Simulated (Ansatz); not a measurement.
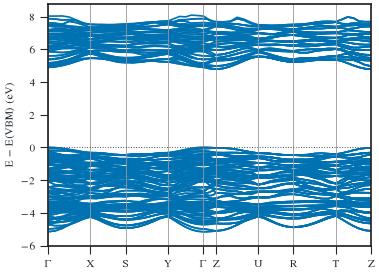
Figure: Band structure from r²SCAN with spin–orbit coupling in the plane-wave PAW code Ansatz

Q: Read off the gap and where the band edges lie.

A: About 4.8 eV (4.78 eV by a search for the band edges); maximum at Γ, minimum on the Γ–Z line, 90 % of the way from Γ.

The material is HfO2 in space group Pbcn (No. 60; Pearson symbol oP36).

The workflow started from a Materials Project entry (that database holds measured and hypothetical structures alike); the Crystallography Open Database copy checked does not list it. It is not the phase usual at ambient conditions (space group No. 14, 29). The cell was relaxed with r²SCAN under the symmetry of its start; its stability against distortions is not shown here. No spin polarisation was allowed.

Potentials: the later of the program's two PAW sets.
